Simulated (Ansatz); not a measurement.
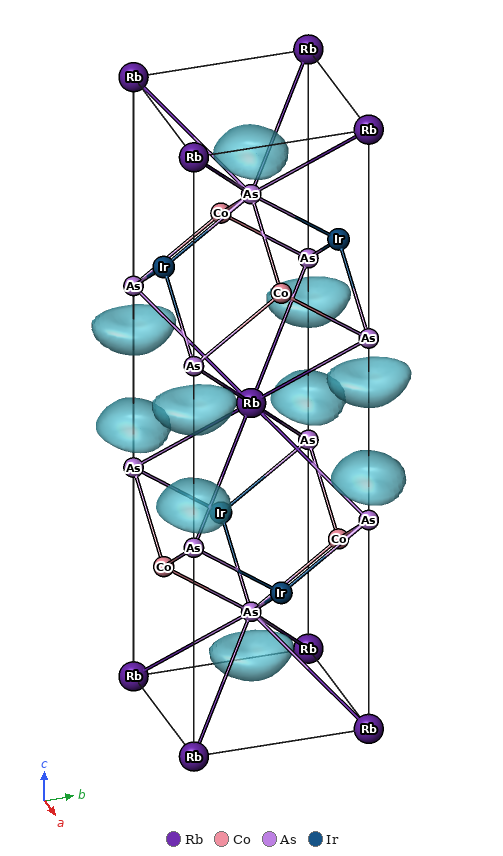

The picture shows: RbCoAs2Ir. Isosurface of the electron localisation function at 0.75 (cyan), seen at an oblique angle. Only the valence region is drawn (cores and ρ < 0.01 e/Å³ removed). Sticks mark near contacts.

Space group I-4m2; computed without spin polarisation.

All numbers below come from Ansatz 0.2.0, DFT PBEsol, scalar-relativistic, plane waves, PAW.

Core electrons are frozen (PAW), and the valence fields are smoothed inside the atomic spheres.

```cif
data_structure
_symmetry_space_group_name_H-M 'P 1'
_symmetry_Int_Tables_number 1
_cell_length_a 3.8589
_cell_length_b 3.8589
_cell_length_c 14.0684
_cell_angle_alpha 90.000
_cell_angle_beta 90.000
_cell_angle_gamma 90.000
_cell_volume 209.50
loop_
_atom_site_label
_atom_site_type_symbol
_atom_site_fract_x
_atom_site_fract_y
_atom_site_fract_z
_atom_site_occupancy
Rb1 Rb 0.00000 0.00000 0.00000 1
Rb2 Rb 0.50000 0.50000 0.50000 1
Co1 Co 0.50000 0.00000 0.25000 1
Co2 Co 0.00000 0.50000 0.75000 1
As1 As 0.00000 0.00000 0.34849 1
As2 As 0.50000 0.50000 0.84849 1
As3 As 0.50000 0.50000 0.15151 1
As4 As 0.00000 0.00000 0.65151 1
Ir1 Ir 0.00000 0.50000 0.25000 1
Ir2 Ir 0.50000 0.00000 0.75000 1
```

Q: What do the ELF domains correspond to?

A: The ELF exceeds this value in four lobes on As, pointing away from the bonds (lone pairs), counted in one cell of 10 atoms. Any copies at cell faces, edges or corners count once. Along the contacts the grid gives the following. Co–As (2.38 Å): the ELF is about 0.45 at the midpoint. As–Ir (2.38 Å): the ELF is about 0.45 at the midpoint.
